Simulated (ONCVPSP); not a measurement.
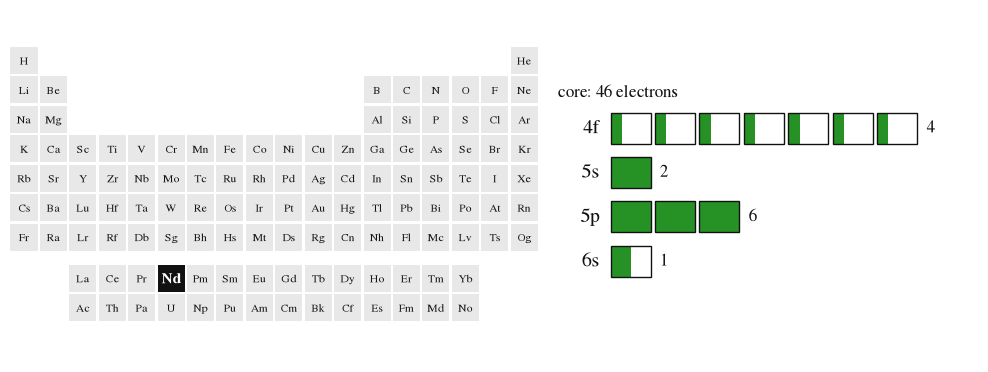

Figure 1. Left, the place of neodymium in the periodic table; right, the valence shells of the reference configuration: a box for each of the 2l + 1 orbitals, shaded by the share of the shell that is filled, with the electron count at the right.

Run report: Nd, pseudopotential generation

System: neodymium (Nd, Z = 60), core [Kr] 4d10, reference valence 4f4 5s2 5p6 6s1 (an ion of charge +1), valence charge 14.
Method: ONCV potential, Wu-Cohen, scalar-relativistic, made with ONCVPSP 4.0.1.

Results in brief:

- outcome: generated, with a spurious state above the valence levels
- cutoffs needed: 49 Ha and 54 Ha (the cutoffs at which the residual kinetic energy of the hardest occupied pseudo-wave falls to 1 and 0.1 mHa per electron)
- ghost test: no bound ghost flagged; GHOST(+) flagged for s at 46.9 eV
- configuration tests: 1 of 4 tests not solved
- rms error of d²Exc/dni dnj: 9.09 mHa without and 3.25 mHa with the model core
- largest excitation error among the tests solved: +236 meV (all-electron minus pseudo) for 4f3 5s2 5p6 6s0
- clearest signs, in the scattering phases, of states that the all-electron atom lacks: s near 1.7 Ha
- range over which the phases arctan(r R′/R) at the test radius agree within 0.05 rad (a looser test near the poles than one of phase shifts): s: up to about 1.5 Ha; p: over the whole range computed; d: over the whole range computed; f: up to about 0.6 Ha
- hardware: 1 CPU thread, shared host
- wall time: 7.5 s

Remarks:

The scattering phases show an s state near 1.7 Ha, 2.0 Ha above the channel's reference energy, that the all-electron atom lacks; it spoils states at that energy. Warnings of the program, in the generation or the tests: wellstate: moderately localized bound state found for n= 5 l= 2; psatom: WARNING lschvkbb convergence error n,l,iter= 4 3 47.

Input file:
```
# ATOM AND REFERENCE CONFIGURATION
# atsym  z   nc   nv     iexc    psfile
  Nd 60.00    9    4  -118130      upf
#
#   n    l    f
    1    0    2.00
    2    0    2.00
    2    1    6.00
    3    0    2.00
    3    1    6.00
    3    2   10.00
    4    0    2.00
    4    1    6.00
    4    2   10.00
    4    3    4.00
    5    0    2.00
    5    1    6.00
    6    0    1.00
#
# PSEUDOPOTENTIAL AND OPTIMIZATION
# lmax
    3
#
#   l,   rc,      ep,       ncon, nbas, qcut
    0    2.80    0.00    4    7    5.00
    1    2.00    0.00    3    6    4.60
    2    2.60    0.39    4    8    3.70
    3    1.75    0.00    4    9   11.40
#
# LOCAL POTENTIAL
# lloc, lpopt,  rc(5),   dvloc0
    4    4    1.35    0.00
#
# VANDERBILT-KLEINMAN-BYLANDER PROJECTORs
# l, nproj, debl
    0    2    1.70
    1    2    3.60
    2    2    0.70
    3    1    1.80
#
# MODEL CORE CHARGE
# icmod, fcfact, rcfact
    1    0.25    0.00
#
# LOG DERIVATIVE ANALYSIS
# epsh1, epsh2, depsh
   -3.00    5.00    0.02
#
# OUTPUT GRID
# rlmax, drl
    6.00    0.01
#
# TEST CONFIGURATIONS
# ncnf
    4
# nvcnf
#   n    l    f
    4
    4    3    4.00
    5    0    2.00
    5    1    6.00
    6    0    2.00
#
    4
    4    3    4.00
    5    0    2.00
    5    1    6.00
    6    0    0.00
#
    4
    4    3    3.00
    5    0    2.00
    5    1    6.00
    6    0    0.00
#
    4
    4    3    5.00
    5    0    2.00
    5    1    6.00
    6    0    0.00
#
```

Launched with:
```bash
oncvpsp.x < Nd.dat > Nd.out
```

Log (extracts):
```
ONCVPSP  (Optimized Norm-Conservinng Vanderbilt PSeudopotential)
scalar-relativistic version 4.0.1

#   n    l    f        energy (Ha)
    1    0    2.00    -1.5951033E+03
    2    0    2.00    -2.5817526E+02
    2    1    6.00    -2.3084474E+02
    3    0    2.00    -5.6174109E+01
    3    1    6.00    -4.7554654E+01
    3    2   10.00    -3.5587079E+01
    4    0    2.00    -1.1338373E+01
    4    1    6.00    -8.5151981E+00
    4    2   10.00    -4.5021583E+00
    4    3    4.00    -2.8253279E-01
    5    0    2.00    -1.7078586E+00
    5    1    6.00    -1.0315062E+00
    6    0    1.00    -2.9910367E-01

Reference configufation results
  iterations    35
  all-electron total energy (Ha)   -9.62287309D+03

Begin loop to  construct optimized pseudo wave functions
and semi-local pseudopoentials for all angular momenta

Calculating optimized projector #   1

 for l=   0

    Fraction of norm inside rc  0.986717
    Optimizing pswf for qcut=   5.00 a_B^-1,  ecut=  12.51 Ha
    Residual kinetic energy error=  6.64D-08 Ha

    Energy error per electron        Cutoff
         Ha          eV             Ha
         0.01000     0.27211        2.44
         0.00100     0.02721        6.22
         0.00010     0.00272        8.23
         0.00001     0.00027        9.76

Calculating optimized projector #   2

 for l=   0

    Fraction of norm inside rc  0.164502
    Optimizing pswf for qcut=   5.00 a_B^-1,  ecut=  12.51 Ha
    Residual kinetic energy error=  4.77D-07 Ha

    Energy error per electron        Cutoff
         Ha          eV             Ha
         0.01000     0.27211        2.24
         0.00100     0.02721        6.64
         0.00010     0.00272        8.90
         0.00001     0.00027       10.67

   Wellstate for l =  1  n =  7
     eigenvalue =   2.5685
     asymptotic potential =   3.0685
     half-point radius =  3.1322

Calculating optimized projector #   1

 for l=   1

    Fraction of norm inside rc  0.715838
    Optimizing pswf for qcut=   4.61 a_B^-1,  ecut=  10.61 Ha
    Residual kinetic energy error=  2.86D-04 Ha

    Energy error per electron        Cutoff
         Ha          eV             Ha
         0.01000     0.27211        4.01
         0.00100     0.02721        8.14
         0.00010     0.00272       24.65
         0.00001     0.00027       44.73

Calculating optimized projector #   2

 for l=   1

    Fraction of norm inside rc  0.120120
    Optimizing pswf for qcut=   4.61 a_B^-1,  ecut=  10.61 Ha
    Residual kinetic energy error=  4.18D-03 Ha

    Energy error per electron        Cutoff
         Ha          eV             Ha
         0.01000     0.27211        8.90
         0.00100     0.02721       15.81
         0.00010     0.00272       37.75
         0.00001     0.00027       56.37

WARNING wellstate: moderately localized bound state found for n= 5 l=  2
WARNING scattering state with energy  0.05000000
WARNING will be used for the first projector

   Wellstate for l =  2  n =  6
     eigenvalue =   0.0500
     asymptotic potential =   0.5500
     half-point radius =  8.5713

   Wellstate for l =  2  n =  7
     eigenvalue =   0.7500
     asymptotic potential =   1.2500
     half-point radius =  6.2910

Calculating optimized projector #   1

 for l=   2

    Fraction of norm inside rc  0.155960
    Optimizing pswf for qcut=   3.70 a_B^-1,  ecut=   6.85 Ha
    Residual kinetic energy error=  2.29D-04 Ha

    Energy error per electron        Cutoff
         Ha          eV             Ha
         0.01000     0.27211        4.13
         0.00100     0.02721        5.84
         0.00010     0.00272        7.94
         0.00001     0.00027       29.93

Calculating optimized projector #   2

 for l=   2

    Fraction of norm inside rc  0.115808
    Optimizing pswf for qcut=   3.70 a_B^-1,  ecut=   6.85 Ha
    Residual kinetic energy error=  8.35D-04 Ha

    Energy error per electron        Cutoff
         Ha          eV             Ha
         0.01000     0.27211        5.03
         0.00100     0.02721        6.71
         0.00010     0.00272        9.81
         0.00001     0.00027       20.49

Calculating optimized projector #   1

 for l=   3

    Fraction of norm inside rc  0.861973
    Optimizing pswf for qcut=  11.39 a_B^-1,  ecut=  64.87 Ha
    Residual kinetic energy error=  2.73D-06 Ha

    Energy error per electron        Cutoff
         Ha          eV             Ha
         0.01000     0.27211       41.95
         0.00100     0.02721       48.63
         0.00010     0.00272       54.15
         0.00001     0.00027       59.28

Construct Vanderbilt / Kleinmman-Bylander projectors

B matrix Hermiticity error, ll=   0
   1   2    1.0876E-04

  Orthonormal projector coefficients  5.9028E+00  1.0539E+00

B matrix Hermiticity error, ll=   1
   1   2   -3.5423E-04

  Orthonormal projector coefficients  5.8723E+00  1.2328E+00

B matrix Hermiticity error, ll=   2
   1   2    2.2874E-05

  Orthonormal projector coefficients  4.1546E+00  1.1004E+00

Model core correction analysis
  based on d2Exc/dn_idn_j

d2excae - all-electron derivatives

   -1.692780D-02   -1.313187D-02   -1.043654D-02   -1.122499D-03
   -1.309345D-02   -2.438732D-02   -2.138138D-02   -1.366524D-03
   -1.039039D-02   -2.144685D-02   -2.154192D-02   -1.352494D-03
   -1.506978D-03   -1.987363D-03   -2.760020D-03   -1.201042D-03

d2excps - pseudofunction derivatives with no core correction

   -4.425128D-02   -2.800064D-02   -1.747898D-02   -2.534536D-03
   -2.796405D-02   -2.951696D-02   -2.160440D-02   -2.113667D-03
   -1.743357D-02   -2.167012D-02   -2.281104D-02   -1.407218D-03
   -2.919849D-03   -2.736139D-03   -2.816853D-03   -1.273670D-03

rms 2nd derivative error    9.086852E-03

Polynomial model core charge

d2excps - pseudofunction derivatives with core correction

   -2.496372D-02   -1.816415D-02   -1.330345D-02   -1.512969D-03
   -1.812602D-02   -1.987989D-02   -1.849528D-02   -1.133251D-03
   -1.325739D-02   -1.856054D-02   -2.100141D-02   -1.147237D-03
   -1.897500D-03   -1.754008D-03   -2.554731D-03   -1.170809D-03

rms 2nd derivative error    3.254169E-03

Pseudoatom total energy  -57.043048

Diagnostic tests using Vanderbilt-Kleinman-Bylander pseudopotentials
  1 or more projectors used as specified by nproj input data

   l    rcore       rmatch      e in        delta e   norm test  slope test

   0   2.8139847   2.8994233  -1.7078586   0.0000004   1.0001136   1.0001026
   0   2.8139847   2.8994233  -0.2991037   0.0000003   1.0000169   1.0000136

   1   2.0009527   2.0617060  -1.0315062   0.0000332   1.0000781   1.0001443
   1   2.0009527   2.0617060   2.5684938   0.0002009   1.0002447   1.0002447

   2   2.6034424   2.6824886   0.0500000   0.0000008   1.0000852   1.0000852
   2   2.6034424   2.6824886   0.7500000   0.0000037   1.0001603   1.0001603

   3   1.7542087   1.8074702  -0.2825328   0.0000012   1.0000037   0.9999977

 Testing for bound ghosts
   n   l    E NL Schr. Eq   E Basis Diag.   E Cutoff

   1   0       -1.707858       -1.707835     24.21
   2   0       -0.299103       -0.295291     24.21

   2   1       -1.031473       -1.031422     38.63

   3   2       -0.268509       -0.266642     51.41

   4   3       -0.282532       -0.281477    126.42

 Testing for highly-localized positive-energy ghosts
       l    <radius>/rc     E Basis Diag.   E Cutoff

       0        0.580037        1.724331     24.21  WARNING - GHOST(+)

Test configuration 0

   n   l     f        eae           eps        diff
   1   0  2.0000-1595.10333564
   2   0  2.0000 -258.17526017
   2   1  6.0000 -230.84474334
   3   0  2.0000  -56.17410874
   3   1  6.0000  -47.55465396
   3   2 10.0000  -35.58707857
   4   0  2.0000  -11.33837312
   4   1  6.0000   -8.51519813
   4   2 10.0000   -4.50215827
   4   3  4.0000   -0.28253279   -0.28253161    1.17D-06
   5   0  2.0000   -1.70785861   -1.70785817    4.42D-07
   5   1  6.0000   -1.03150623   -1.03147299    3.32D-05
   6   0  1.0000   -0.29910367   -0.29910334    3.26D-07

    Total energies and differences
      AE_ref= -9.62287309D+03  AE_tst= -9.62287309D+03  dif=  0.00D+00
      PS_ref= -5.70430484D+01  PS_tst= -5.70430484D+01  dif=  1.53D-11
      PSP excitation error= -1.53D-11

Test configuration 1

   n   l     f        eae           eps        diff
   1   0  2.0000-1594.88494152
   2   0  2.0000 -257.95798457
   2   1  6.0000 -230.62731734
   3   0  2.0000  -55.95831086
   3   1  6.0000  -47.33882467
   3   2 10.0000  -35.37111081
   4   0  2.0000  -11.12203915
   4   1  6.0000   -8.29865285
   4   2 10.0000   -4.28525523
   4   3  4.0000   -0.06525981   -0.06450100    7.59D-04
   5   0  2.0000   -1.48762995   -1.48810471   -4.75D-04
   5   1  6.0000   -0.81171063   -0.81197939   -2.69D-04
   6   0  2.0000   -0.12944473   -0.12949269   -4.80D-05

    Total energies and differences
      AE_ref= -9.62287309D+03  AE_tst= -9.62308666D+03  dif= -2.14D-01
      PS_ref= -5.70430484D+01  PS_tst= -5.72563223D+01  dif= -2.13D-01
      PSP excitation error= -3.05D-04

Test configuration 2

   n   l     f        eae           eps        diff
   1   0  2.0000-1595.36037316
   2   0  2.0000 -258.43063871
   2   1  6.0000 -231.10030423
   3   0  2.0000  -56.42751318
   3   1  6.0000  -47.80809646
   3   2 10.0000  -35.84070703
   4   0  2.0000  -11.59231525
   4   1  6.0000   -8.76937884
   4   2 10.0000   -4.75672566
   4   3  4.0000   -0.53664140   -0.53806072   -1.42D-03
   5   0  2.0000   -1.96506227   -1.96491747    1.45D-04
   5   1  6.0000   -1.28638909   -1.28608046    3.09D-04

    Total energies and differences
      AE_ref= -9.62287309D+03  AE_tst= -9.62248249D+03  dif=  3.91D-01
      PS_ref= -5.70430484D+01  PS_tst= -5.66523684D+01  dif=  3.91D-01
      PSP excitation error= -8.67D-05

Test configuration 3

   n   l     f        eae           eps        diff
   1   0  2.0000-1595.99441245
   2   0  2.0000 -259.08770593
   2   1  6.0000 -231.75390418
   3   0  2.0000  -57.11615556
   3   1  6.0000  -48.49600606
   3   2 10.0000  -36.52582133
   4   0  2.0000  -12.26027536
   4   1  6.0000   -9.43087454
   4   2 10.0000   -5.40643274
   4   3  3.0000   -1.13337152   -1.11312257    2.02D-02
   5   0  2.0000   -2.48082298   -2.49911876   -1.83D-02
   5   1  6.0000   -1.76717308   -1.76879641   -1.62D-03

    Total energies and differences
      AE_ref= -9.62287309D+03  AE_tst= -9.62165586D+03  dif=  1.22D+00
      PS_ref= -5.70430484D+01  PS_tst= -5.58345162D+01  dif=  1.21D+00
      PSP excitation error=  8.69D-03

Test configuration 4

psatom: WARNING lschvkbb convergence error n,l,iter=   4   3  47
ea(ii),et,emin,emax -1.132945E-01 -1.019651E-01 -1.019651E-01 -1.019651E-01
run_config: WARNING for fully non-local PS atom, stg. 2
 WARNING no output for configuration 5
```

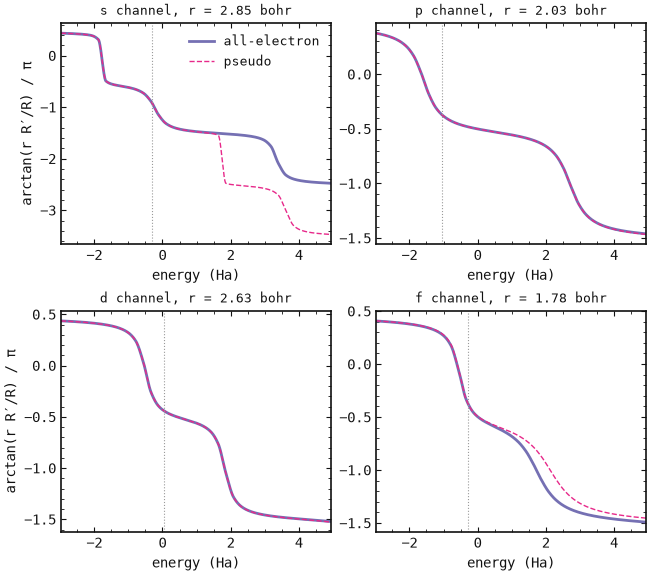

Figure 2. Unwrapped phase arctan(r R′/R) in units of π against energy, all-electron (solid) and pseudo (dashed); the pseudo phase is matched to the all-electron one at the reference energy. Here R(r) is the radial function. A near-vertical step is a level narrower than the spacing of the points behind the curves. The dotted line marks the reference energy of the channel.

- First channel to depart above its reference energy: the f channel: its phase error passes 0.05 rad 0.9 Ha above its reference energy, against 1.8 Ha for s.
- Range over which the phases agree within 0.05 rad: s: up to about 1.5 Ha; p: over the whole range drawn; d: over the whole range drawn; f: up to about 0.6 Ha.
- Ghost states: Going away from the reference energies, the phases part by more than π/2 in: s at about 1.8 Ha (above its reference energy, pseudo phase lower, at the flagged ghost). Such a step is either a state that only one of the two atoms has or an ordinary level shifted in energy. The separate test gives: no bound ghost flagged; GHOST(+) flagged for s at 46.9 eV.

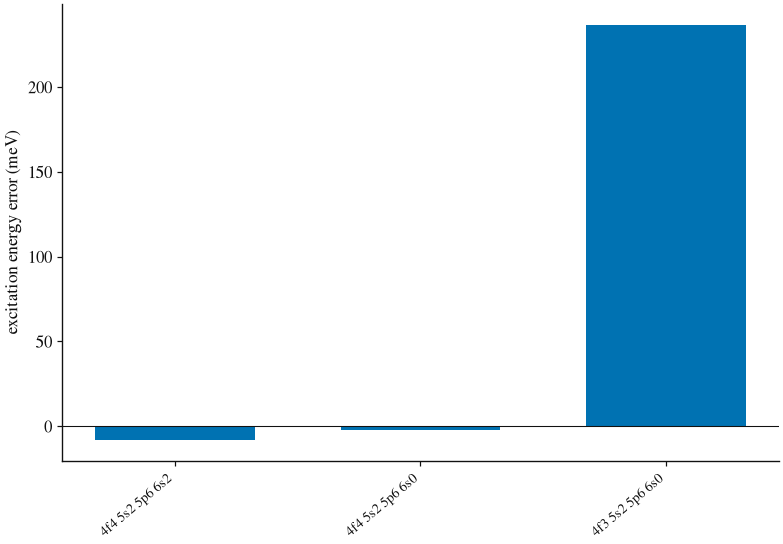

Figure 3. Errors, all-electron minus pseudo, of the energies of valence configurations relative to the unpolarised reference 4f4 5s2 5p6 6s1. Not all tests gave a result: 1 of 4 tests not solved.

- Worst configuration: 4f3 5s2 5p6 6s0 (charge +3): the error is +236 meV on an all-electron energy of +33.12 eV relative to the reference, or 0.71 %.
- Errors in meV: 4f4 5s2 5p6 6s2: -8.3; 4f4 5s2 5p6 6s0: -2.4; 4f3 5s2 5p6 6s0: +236.
- Configurations within 10 meV and within 50 meV: 2 and 2 of 3.

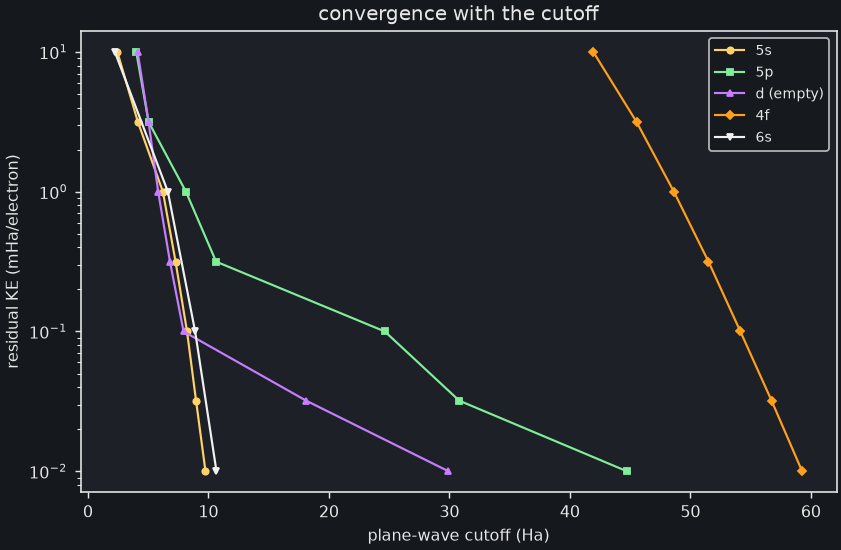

Figure 4. Residual kinetic energy of the pseudo-waves (the first of each channel, and further valence shells) beyond the plane-wave cutoff, as the generator prints it.

- Cutoffs for the occupied states: 49 Ha for 1 mHa and 54 Ha for 0.1 mHa per electron. The first is set by 4f.
- Hardest wave at 1 mHa per electron: 4f, with rc = 1.75 bohr and qcut = 11.4 1/bohr. The optimisation minimises, but can't always remove, the kinetic energy above qcut²/2 = 65.0 Ha, and a larger rc would as a rule soften the wave at some cost in transferability.
- Cutoffs for 1 mHa per electron: 4f: 49 Ha; 5p: 8.1 Ha; 6s: 6.6 Ha; 5s: 6.2 Ha; d (empty): 5.8 Ha.

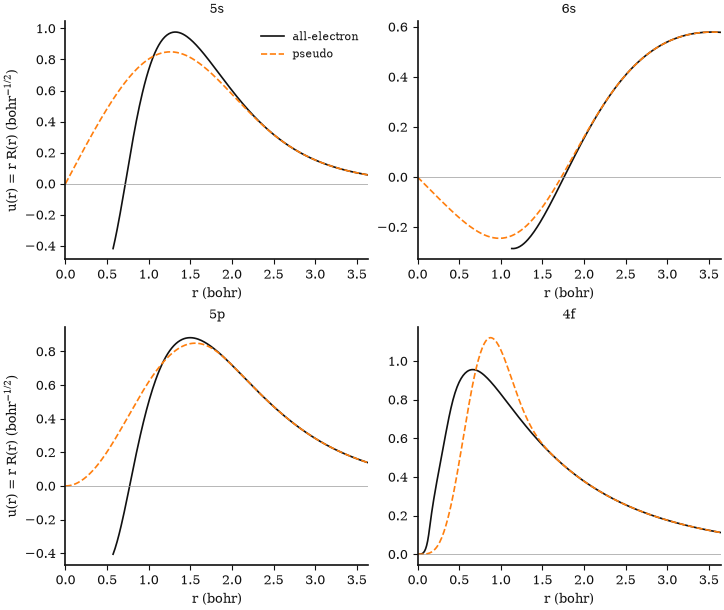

Figure 5. Partial waves u(r) = r R(r), all-electron (solid) and pseudo (dashed). The innermost oscillations of some all-electron curves aren't drawn. Reference configuration 4f4 5s2 5p6 6s1.

- Matching radii: 5s at 2.80 bohr; 6s at 2.80 bohr; 5p at 2.00 bohr; 4f at 1.75 bohr. The curves merge smoothly, so the plot gives these only roughly.
- Nodes of the pseudo-waves: 5s has no node; 6s has a node at about 1.7 bohr; 5p has no node; 4f has no node. A node in 6s is expected, since a lower shell of the same l is also in the valence and the two must stay orthogonal.
- Cutoffs needed: 49 Ha (loose) and 54 Ha (tight), as the cutoffs at which the residual kinetic energy of the hardest occupied pseudo-wave falls to 1 and 0.1 mHa per electron.
